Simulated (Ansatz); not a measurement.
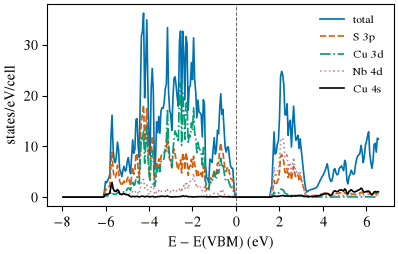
Total and projected density of states of NaNbCu₂S₄ in space group Ama2 (No. 40; Pearson symbol oS32), plane-wave PAW LDA (Ansatz code)

**Question.** Which orbitals carry the states next to the gap?

**Answer.** Top 1 eV of the valence band: S 3p 54 %, Cu 3d 37 %. Bottom 1 eV of the conduction band: Nb 4d 47 %, S 3p 31 %, Cu 3d 5 %, outside the projected shells 9 %. Projections are on Löwdin-orthogonalised atomic valence shells; empty p or d shells of many metals are not among them.

**Question.** Where is the tallest occupied peak in this window, and what makes it?

**Answer.** Near -4.2 eV, about 36 states/eV per cell; the largest projected share is S 3p.

The first step of the workflow began from a Materials Project structure, measured or hypothetical; the Crystallography Open Database files this formula in space group No. 40, but the cells were not matched. Whether it is the stable phase at ambient conditions was not checked. The cell was relaxed with LDA under the symmetry of its start; its stability against distortions is not shown here. The run is not spin-polarised. Scalar-relativistic: spin–orbit coupling is off unless named, which matters more the heavier the elements.

Potentials: the later of the program's two PAW sets.
